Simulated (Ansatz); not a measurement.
# BSiH2 (doublet): correlated methods under varied settings at distance Si1–H4 = 2.371 Å

Aim: run BSiH2 (doublet) at one geometry under a spread of methods and options, and see what each costs and gives.

Computed with Ansatz 0.2.0, Gaussian basis. Level: the settings change from run to run.

19 further runs of the same task are left out: 1 for a mislabelled method, 11 that didn't finish, 7 set aside as unsound or not needed.

## 1. The geometry

The geometry derives from a PBE0/def2-TZVP stationary point (not a proven minimum). One bond is set to the value named and the two fragments are kept rigid.

4 atoms, charge 0, spin multiplicity 2.

Atoms are counted from 1 here; the program's logs count them from 0.

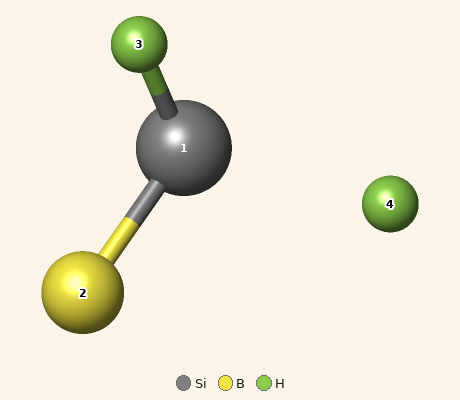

The structure; silicon grey, boron yellow, hydrogen green; atoms are numbered from 1 in the order of the file.

As a file:

```xyz
4
charge 0, multiplicity 2
Si   -0.0964   -0.0172    0.4885
B     0.0771   -0.0172   -1.4576
H     0.6984   -1.2241    0.8939
H     1.1592    1.8893    1.1290
```

## 2. BCCD(T) on ROHF/cc-pVDZ

Input file in.yaml:

```yaml
crystal:
  periodic: [false, false, false]
  atoms:
    - {symbol: Si, position_ang: [-0.096354, -0.017238, 0.488497]}
    - {symbol: B, position_ang: [0.077120, -0.017239, -1.457647]}
    - {symbol: H, position_ang: [0.698421, -1.224076, 0.893915]}
    - {symbol: H, position_ang: [1.159227, 1.889317, 1.128970]}
basis:
  gaussian: {orbitals: cc-pVDZ}
magnetization: {spin_polarized: false, initial_magnetization: 1}
correlation: {method: bccd_t, electrons: outside_noble_gas}
scf: {omitted_lower_state_checks: [cluster_reference]}
```

On the command line:

```
> ansatz run in.yaml --threads 1 --pin off --events-out ev --progress --plain --max-ram 2393MiB
```

What it wrote, shortened:

```text
Functional definition: HF
  name "HF"
  cite "Fock, Z. Phys. 61, 126 (1930) doi:10.1007/BF01340294"
  parent pbe
[...]
402 factors; integrals over basis functions are off by at most 1.1e-3 eV
[...]
mean field -8558.13147239 eV, -314.5055307004 hartree, gradient 3.0e-6 eV, S^2 0.750000; 7 other end points of the search recorded, 0 dependent functions left out
6 core orbitals not correlated: weight in the atoms' cores, before any rotation towards them, 1.000 or more for the frozen orbitals, at most 0.000 for the correlated occupied ones
reference -8558.13147239 eV, -314.5055307004 hartree; 5, 4 occupied and 31, 32 virtual orbitals, 402 factors
second order -4.36209018 eV of doubles, -0.05853533 eV of singles
cycle   1  -5.18846571 eV  change   -7.7e-1 eV  update   1.3e-1
[...]
cycle  26  -5.73521297 eV  change    6.1e-6 eV  update   9.4e-6
perturbative correction -0.37080618 eV, -0.0136268757 hartree
Total energy: -8564.23749153 eV, -314.7299227652 hartree
Checks for a lower state left out: cluster_reference
```

Run time: 1.6 s. Hardware: 1 thread of Arm Neoverse V1, shared host.

From the report: correlation -6.1060 eV; largest double amplitude 0.14.

## 3. MRCISD+Q(1,3)/6-31G*

Changes to in.yaml since step 2:

```diff
@@ -8,5 +8,4 @@
 basis:
-  gaussian: {orbitals: cc-pVDZ}
+  gaussian: {orbitals: "6-31G*", fitting: {mean_field: def2-universal-jkfit}}
 magnetization: {spin_polarized: false, initial_magnetization: 1}
-correlation: {method: bccd_t, electrons: outside_noble_gas}
-scf: {omitted_lower_state_checks: [cluster_reference]}
+correlation: {method: fic_mrcisd_q, electrons: valence, active_space: {window: {electrons: 1, orbitals: 3}}}
```

Same command.

What it wrote, shortened:

```text
Functional definition: HF
  name "HF"
  cite "Fock, Z. Phys. 61, 126 (1930) doi:10.1007/BF01340294"
  parent pbe
[...]
239 factors; integrals over basis functions are off by at most 1.4e-1 eV
[...]
mean field -8557.48078680 eV, -314.4816184461 hartree, gradient 1.8e-6 eV, S^2 0.750000; 8 other end points of the search recorded, 0 dependent functions left out
reference -8557.48078680 eV, -314.4816184461 hartree; 11, 10 occupied and 27, 28 virtual orbitals, 239 factors
state -8557.48078680 eV, -314.4816184461 hartree
contracted CI cycle   1: correlation 0.00000000 eV, 0.0000000000 hartree, residual 1.39e1 eV
contracted CI cycle   2: correlation -4.30811083 eV, -0.1583201530 hartree, residual 3.09e0 eV
contracted CI cycle   3: correlation -4.64258850 eV, -0.1706119806 hartree, residual 1.45e0 eV
contracted CI cycle   4: correlation -4.70414310 eV, -0.1728740702 hartree, residual 5.42e-1 eV
contracted CI cycle   5: correlation -4.71319123 eV, -0.1732065830 hartree, residual 2.30e-1 eV
contracted CI cycle   6: correlation -4.71486366 eV, -0.1732680436 hartree, residual 1.02e-1 eV
contracted CI cycle   7: correlation -4.71520610 eV, -0.1732806281 hartree, residual 4.68e-2 eV
contracted CI cycle   8: correlation -4.71527583 eV, -0.1732831906 hartree, residual 2.11e-2 eV
contracted CI cycle   9: correlation -4.71529083 eV, -0.1732837418 hartree, residual 9.66e-3 eV
contracted CI cycle  10: correlation -4.71529398 eV, -0.1732838575 hartree, residual 4.21e-3 eV
contracted CI cycle  11: correlation -4.71529448 eV, -0.1732838761 hartree, residual 1.59e-3 eV
contracted CI cycle  12: correlation -4.71529456 eV, -0.1732838788 hartree, residual 6.32e-4 eV
state -8557.48078680 eV, -314.4816184461 hartree; corrected -8563.08512019 eV, -314.6875738993 hartree
WARN: 2 active orbitals are nearly empty or full. The corrections depend on them more than the energy does, and are more stable in an active space without them
Total energy: -8563.08512019 eV, -314.6875738993 hartree
```

Run time: 1.1 s. Hardware: 1 thread of Arm Neoverse V1, shared host.

From the report: 3 determinants; active occupations 1.00, 0.00, 0.00. The report marks this result as in doubt.

## 4. CASSCF(3,8)/cc-pVDZ

Changes to in.yaml since step 3:

```diff
@@ -8,4 +8,5 @@
 basis:
-  gaussian: {orbitals: "6-31G*", fitting: {mean_field: def2-universal-jkfit}}
+  gaussian: {orbitals: cc-pVDZ}
 magnetization: {spin_polarized: false, initial_magnetization: 1}
-correlation: {method: fic_mrcisd_q, electrons: valence, active_space: {window: {electrons: 1, orbitals: 3}}}
+correlation: {active_space: {window: {electrons: 3, orbitals: 8}}}
+accuracy: high
```

Launched as before.

What it wrote:

```text
Functional definition: HF
  name "HF"
  cite "Fock, Z. Phys. 61, 126 (1930) doi:10.1007/BF01340294"
  parent pbe
  exchange = exact_x
  correlation = 0
901 factors; integrals over basis functions are off by at most 3.4e-9 eV
mean field evaluation 1: about -8556.9378 eV, gradient 9.9e0 eV
mean field evaluation 2: about -8556.9590 eV, gradient 9.9e0 eV
mean field evaluation 4: about -8557.9740 eV, gradient 1.9e0 eV
mean field evaluation 8: about -8558.0759 eV, gradient 7.4e-1 eV
mean field evaluation 16: about -8558.1315 eV, gradient 8.0e-4 eV
mean field evaluation 32: about -8558.0030 eV, gradient 1.6e0 eV
mean field evaluation 64: about -8555.5421 eV, gradient 5.0e0 eV
mean field -8558.13149607 eV, -314.5055315705 hartree, gradient 1.8e-8 eV, S^2 0.750000; 7 other end points of the search recorded, 0 dependent functions left out
reference -8558.13149607 eV, -314.5055315705 hartree; 11, 10 occupied and 31, 32 virtual orbitals, 901 factors
state -8559.52929034 eV, -314.5568995628 hartree
Total energy: -8559.52929034 eV, -314.5568995628 hartree
```

Run time: 3.5 s. Hardware: 1 thread of Arm Neoverse V1, shared host.

From the report: 224 determinants; active occupations 1.82, 0.99, 0.13, 0.03, 0.01, 0.01, 0.00, 0.00.

## 5. BCCD/STO-3G

Changes to in.yaml since step 4:

```diff
@@ -8,5 +8,6 @@
 basis:
-  gaussian: {orbitals: cc-pVDZ}
+  gaussian: {orbitals: STO-3G}
 magnetization: {spin_polarized: false, initial_magnetization: 1}
-correlation: {active_space: {window: {electrons: 3, orbitals: 8}}}
+hamiltonian: {xc: {name: B3LYP}, pseudopotentials: {relativity: scalar}}
+correlation: {method: bccd, electrons: valence}
 accuracy: high
```

Launched as before.

What it wrote, shortened:

```text
Functional definition: B3LYP
  name "B3LYP"
  cite "Stephens, Devlin, Chabalowski & Frisch, J. Phys. Chem. 98, 11623 (1994) doi:10.1021/j100096a001"
  cite "Becke, Phys. Rev. A 38, 3098 (1988) doi:10.1103/PhysRevA.38.3098"
  cite "Lee, Yang & Parr, Phys. Rev. B 37, 785 (1988) doi:10.1103/PhysRevB.37.785"
  cite "Vosko, Wilk & Nusair, Can. J. Phys. 58, 1200 (1980) doi:10.1139/p80-159"
[...]
268 factors; integrals over basis functions are off by at most 7.6e-9 eV
[...]
mean field -8489.39129902 eV, -311.9793759230 hartree, gradient 1.3e-8 eV, S^2 0.750000; 4 other end points of the search recorded, 0 dependent functions left out
[...]
unrestricted determinant -8469.75166903 eV, -311.2576328331 hartree, S^2 1.9854
6 core orbitals not correlated: weight in the atoms' cores, before any rotation towards them, 0.999 or more for the frozen orbitals, at most 0.000 for the correlated occupied ones
reference -8467.46835646 eV, -311.1737226437 hartree; 5, 4 occupied and 5, 6 virtual orbitals, 268 factors
second order -3.38012644 eV of doubles, -0.25809041 eV of singles
cycle   1  -4.09520277 eV  change   -4.7e-1 eV  update   1.9e-1
[...]
cycle  66  -5.00518193 eV  change   1.4e-10 eV  update  9.2e-10
WARN: the results are in doubt because among natural orbitals full CI differs from the method by -0.231 eV
Total energy: -8472.47353839 eV, -311.3576596870 hartree
Relativity: scalar
In doubt: among natural orbitals full CI differs from the method by -0.231 eV
```

Run time: 2.6 s. Hardware: 1 thread of Arm Neoverse V1, shared host.

From the report: correlation -5.0052 eV; largest double amplitude 0.21. The program marks this result as in doubt; its last lines say why.

## 6. CASSCF(7,4)/cc-pVDZ

Changes to in.yaml since step 5:

```diff
@@ -8,6 +8,5 @@
 basis:
-  gaussian: {orbitals: STO-3G}
+  gaussian: {orbitals: cc-pVDZ}
 magnetization: {spin_polarized: false, initial_magnetization: 1}
-hamiltonian: {xc: {name: B3LYP}, pseudopotentials: {relativity: scalar}}
-correlation: {method: bccd, electrons: valence}
-accuracy: high
+hamiltonian: {pseudopotentials: {relativity: scalar}}
+correlation: {active_space: {window: {electrons: 7, orbitals: 4}}}
```

Same command.

What it wrote:

```text
Functional definition: HF
  name "HF"
  cite "Fock, Z. Phys. 61, 126 (1930) doi:10.1007/BF01340294"
  parent pbe
  exchange = exact_x
  correlation = 0
402 factors; integrals over basis functions are off by at most 1.1e-3 eV
mean field evaluation 1: about -8571.8698 eV, gradient 9.9e0 eV
mean field evaluation 2: about -8571.8953 eV, gradient 1.0e1 eV
mean field evaluation 4: about -8572.9121 eV, gradient 1.9e0 eV
mean field evaluation 8: about -8573.0137 eV, gradient 7.3e-1 eV
mean field evaluation 16: about -8573.0688 eV, gradient 1.1e-2 eV
mean field evaluation 32: about -8570.9080 eV, gradient 4.7e0 eV
mean field evaluation 64: about -8571.5337 eV, gradient 2.6e0 eV
mean field -8573.06880532 eV, -315.0544675609 hartree, gradient 2.6e-6 eV, S^2 0.750000; 7 other end points of the search recorded, 0 dependent functions left out
reference -8573.06880532 eV, -315.0544675609 hartree; 11, 10 occupied and 31, 32 virtual orbitals, 402 factors
state -8573.06880532 eV, -315.0544675609 hartree
Total energy: -8573.06880532 eV, -315.0544675609 hartree
Relativity: scalar
```

Run time: 1.6 s. Hardware: 1 thread of Arm Neoverse V1, shared host.

From the report: 4 determinants; active occupations 2.00, 2.00, 2.00, 1.00. With so small a space the active step adds no correlation: the energy is the mean field's.

## 7. MRCISD+Q(1,2)/6-31G

Changes to in.yaml since step 6:

```diff
@@ -8,5 +8,5 @@
 basis:
-  gaussian: {orbitals: cc-pVDZ}
+  gaussian: {orbitals: 6-31G}
 magnetization: {spin_polarized: false, initial_magnetization: 1}
-hamiltonian: {pseudopotentials: {relativity: scalar}}
-correlation: {active_space: {window: {electrons: 7, orbitals: 4}}}
+correlation: {method: fic_mrcisd_q, electrons: valence, active_space: {window: {electrons: 1, orbitals: 2}}}
+accuracy: high
```

The command is unchanged.

What it wrote, shortened:

```text
Functional definition: HF
  name "HF"
  cite "Fock, Z. Phys. 61, 126 (1930) doi:10.1007/BF01340294"
  parent pbe
[...]
599 factors; integrals over basis functions are off by at most 3.8e-9 eV
[...]
mean field -8556.66102442 eV, -314.4514927342 hartree, gradient 1.6e-8 eV, S^2 0.750000; 6 other end points of the search recorded, 0 dependent functions left out
reference -8556.66102442 eV, -314.4514927342 hartree; 11, 10 occupied and 15, 16 virtual orbitals, 599 factors
state -8556.66102442 eV, -314.4514927342 hartree
contracted CI cycle   1: correlation 0.00000000 eV, 0.0000000000 hartree, residual 1.06e1 eV
contracted CI cycle   2: correlation -3.30546971 eV, -0.1214737713 hartree, residual 2.76e0 eV
contracted CI cycle   3: correlation -3.62954245 eV, -0.1333832248 hartree, residual 1.30e0 eV
contracted CI cycle   4: correlation -3.68629293 eV, -0.1354687666 hartree, residual 4.77e-1 eV
[...]
contracted CI cycle  13: correlation -3.69754492 eV, -0.1358822694 hartree, residual 3.61e-4 eV
contracted CI cycle  14: correlation -3.69754492 eV, -0.1358822696 hartree, residual 1.55e-4 eV
contracted CI cycle  15: correlation -3.69754492 eV, -0.1358822696 hartree, residual 6.36e-5 eV
contracted CI cycle  16: correlation -3.69754492 eV, -0.1358822696 hartree, residual 2.62e-5 eV
contracted CI cycle  17: correlation -3.69754492 eV, -0.1358822696 hartree, residual 1.14e-5 eV
contracted CI cycle  18: correlation -3.69754492 eV, -0.1358822696 hartree, residual 5.06e-6 eV
contracted CI cycle  19: correlation -3.69754492 eV, -0.1358822696 hartree, residual 2.19e-6 eV
contracted CI cycle  20: correlation -3.69754492 eV, -0.1358822696 hartree, residual 8.68e-7 eV
contracted CI cycle  21: correlation -3.69754492 eV, -0.1358822696 hartree, residual 3.18e-7 eV
state -8556.66102442 eV, -314.4514927342 hartree; corrected -8561.06891878 eV, -314.6134798643 hartree
WARN: 1 active orbitals are nearly empty or full. The corrections depend on them more than the energy does, and are more stable in an active space without them
Total energy: -8561.06891878 eV, -314.6134798643 hartree
```

Run time: 0.9 s. Hardware: 1 thread of Arm Neoverse V1, shared host.

From the report: 2 determinants; active occupations 1.00, 0.00. The report marks this result as in doubt.

## 8. HF/STO-3G

Input file in.yaml:

```yaml
crystal:
  periodic: [false, false, false]
  atoms:
    - {symbol: Si, position_ang: [-0.096354, -0.017238, 0.488497]}
    - {symbol: B, position_ang: [0.077120, -0.017239, -1.457647]}
    - {symbol: H, position_ang: [0.698421, -1.224076, 0.893915]}
    - {symbol: H, position_ang: [1.159227, 1.889317, 1.128970]}
basis:
  gaussian: {orbitals: STO-3G}
magnetization: {spin_polarized: true, initial_magnetization: 1}
hamiltonian: {xc: hf}
output: {forces: true, orbitals: {seedname: orbitals}}
```

The command is unchanged.

What it wrote, shortened:

```text
Functional definition: HF
  name "HF"
  cite "Fock, Z. Phys. 61, 126 (1930) doi:10.1007/BF01340294"
  parent pbe
[...]
182 factors; integrals over basis functions are off by at most 3.5e-5 eV
[...]
mean field -8457.18839436 eV, -310.7959410045 hartree, gradient 6.6e-6 eV, S^2 1.919072; 15 other end points of the search recorded, 0 dependent functions left out
[...]
reference -8457.18839436 eV, -310.7959410045 hartree; 11, 10 occupied and 5, 6 virtual orbitals, 182 factors
Total energy: -8457.18839436 eV, -310.7959410045 hartree
Atom 0 at    -0.096354    -0.017238     0.488497 Å, force     1.314001     0.304221    -0.520287 eV/Å
Atom 1 at     0.077120    -0.017239    -1.457647 Å, force    -0.011402    -0.252239     1.508880 eV/Å
Atom 2 at     0.698421    -1.224076     0.893915 Å, force    -0.618950     0.970947    -0.679056 eV/Å
Atom 3 at     1.159227     1.889317     1.128970 Å, force    -0.683649    -1.022929    -0.309536 eV/Å
Dipole moment:    -0.067369    -0.049031    -0.100127 e Å
```

Run time: 0.45 s. Hardware: 1 thread of Arm Neoverse V1, shared host.

From the report: ⟨S²⟩ of the determinant 1.919 (pure doublet: 0.75). The determinant is far from a pure spin state, so its energy mixes those of several spin states (harmless only where they are near-degenerate, as at dissociation).

## 9. BCCD on ROHF/def2-SVPD

Changes to in.yaml since step 8:

```diff
@@ -8,5 +8,5 @@
 basis:
-  gaussian: {orbitals: STO-3G}
-magnetization: {spin_polarized: true, initial_magnetization: 1}
-hamiltonian: {xc: hf}
-output: {forces: true, orbitals: {seedname: orbitals}}
+  gaussian: {orbitals: def2-SVPD, fitting: {mean_field: def2-universal-jkfit}}
+magnetization: {spin_polarized: false, initial_magnetization: 1}
+correlation: {method: bccd, electrons: outside_noble_gas}
+scf: {lower_state_search: full}
```

Same command.

What it wrote, shortened:

```text
Functional definition: HF
  name "HF"
  cite "Fock, Z. Phys. 61, 126 (1930) doi:10.1007/BF01340294"
  parent pbe
[...]
239 factors; integrals over basis functions are off by at most 5.4e-1 eV
[...]
mean field -8554.94455831 eV, -314.3884137683 hartree, gradient 1.2e-6 eV, S^2 0.750000; 15 other end points of the search recorded, 0 dependent functions left out
[...]
determinant -8554.94455831 eV, -314.3884137683 hartree, with singles and doubles -8560.89969562 eV, -314.6072610278 hartree
determinant -8554.72333106 eV, -314.3802838168 hartree, with singles and doubles -8560.76918726 eV, -314.6024649341 hartree
determinant -8554.70098458 eV, -314.3794625989 hartree, with singles and doubles -8560.86493907 eV, -314.6059837483 hartree
determinant -8554.09978318 eV, -314.3573688548 hartree, with singles and doubles -8559.34871013 eV, -314.5502633624 hartree
[...]
determinant -8554.72333106 eV, -314.3802838168 hartree, with singles and doubles -8560.87986884 eV, -314.6065324071 hartree
determinant -8554.70098458 eV, -314.3794625989 hartree, with singles and doubles -8560.88900659 eV, -314.6068682132 hartree
unrestricted determinant -8555.91898851 eV, -314.4242234177 hartree, S^2 1.8166
6 core orbitals not correlated: weight in the atoms' cores, before any rotation towards them, 1.000 or more for the frozen orbitals, at most 0.000 for the correlated occupied ones
reference -8554.94455831 eV, -314.3884137683 hartree; 5, 4 occupied and 49, 50 virtual orbitals, 239 factors
second order -4.55359307 eV of doubles, -0.05637262 eV of singles
cycle   1  -5.90962634 eV  change    2.6e-2 eV  update   4.3e-2
[...]
cycle  23  -5.90875838 eV  change   -2.1e-6 eV  update   1.1e-5
WARN: the results are in doubt because among natural orbitals full CI differs from the method by -0.089 eV
Total energy: -8560.85331669 eV, -314.6055566335 hartree
In doubt: among natural orbitals full CI differs from the method by -0.089 eV
```

It took 10 s on 1 thread of Arm Neoverse V1, shared host.

From the report: correlation -5.9088 eV; largest double amplitude 0.11. Mind the lines of doubt at the end of the log.

## 10. NEVPT2(3,3)/cc-pVDZ

Changes to in.yaml since step 9:

```diff
@@ -8,5 +8,4 @@
 basis:
-  gaussian: {orbitals: def2-SVPD, fitting: {mean_field: def2-universal-jkfit}}
+  gaussian: {orbitals: cc-pVDZ}
 magnetization: {spin_polarized: false, initial_magnetization: 1}
-correlation: {method: bccd, electrons: outside_noble_gas}
-scf: {lower_state_search: full}
+correlation: {method: sc_nevpt2, electrons: valence, active_space: {window: {electrons: 3, orbitals: 3}}}
```

The command is unchanged.

What it wrote:

```text
Functional definition: HF
  name "HF"
  cite "Fock, Z. Phys. 61, 126 (1930) doi:10.1007/BF01340294"
  parent pbe
  exchange = exact_x
  correlation = 0
402 factors; integrals over basis functions are off by at most 1.1e-3 eV
mean field evaluation 1: about -8556.9313 eV, gradient 9.8e0 eV
mean field evaluation 2: about -8556.9570 eV, gradient 9.9e0 eV
mean field evaluation 4: about -8557.9731 eV, gradient 1.9e0 eV
mean field evaluation 8: about -8558.0761 eV, gradient 7.4e-1 eV
mean field evaluation 16: about -8558.1315 eV, gradient 1.1e-2 eV
mean field evaluation 32: about -8555.9488 eV, gradient 4.7e0 eV
mean field evaluation 64: about -8556.6001 eV, gradient 2.5e0 eV
mean field -8558.13147239 eV, -314.5055307004 hartree, gradient 3.0e-6 eV, S^2 0.750000; 7 other end points of the search recorded, 0 dependent functions left out
reference -8558.13147239 eV, -314.5055307004 hartree; 11, 10 occupied and 31, 32 virtual orbitals, 402 factors
state -8559.20056067 eV, -314.5448189700 hartree
state -8559.20056067 eV, -314.5448189700 hartree; corrected -8562.98273869 eV, -314.6838114488 hartree
Total energy: -8562.98273869 eV, -314.6838114488 hartree
```

Wall time 0.93 s (1 thread of Arm Neoverse V1, shared host).

From the report: 9 determinants; active occupations 1.81, 1.00, 0.19.

## 11. The runs in one table

 † marks a result that the program doubts.

| level | correlated | functions | energy (eV) | time |
| --- | --- | --- | --- | --- |
| BCCD(T) on ROHF/cc-pVDZ | outside noble gas | 42 | -8564.2375 | 1.6 s |
| MRCISD+Q(1,3)/6-31G* † | valence | 38 | -8563.0851 | 1.1 s |
| CASSCF(3,8)/cc-pVDZ |  | 42 | -8559.5293 | 3.5 s |
| BCCD/STO-3G (on B3LYP orbitals, relativity set) † | valence | 16 | -8472.4735 | 2.6 s |
| CASSCF(7,4)/cc-pVDZ (relativity set) |  | 42 | -8573.0688 | 1.6 s |
| MRCISD+Q(1,2)/6-31G † | valence | 26 | -8561.0689 | 0.9 s |
| HF/STO-3G |  | 16 | -8457.1884 | 0.45 s |
| BCCD on ROHF/def2-SVPD † | outside noble gas | 60 | -8560.8533 | 10 s |
| NEVPT2(3,3)/cc-pVDZ | valence | 42 | -8562.9827 | 0.93 s |

## 12. Results

| quantity | value |
| --- | --- |
| runs | 9 |
| quickest | HF/STO-3G, 0.45 s |
| slowest | BCCD on ROHF/def2-SVPD †, 10 s |

**Reading.** Total energies in different bases, with other cores or another treatment of relativity can't be set against each other. BCCD on ROHF/def2-SVPD † took 22 times as long as HF/STO-3G; the jobs differ in more than the method.
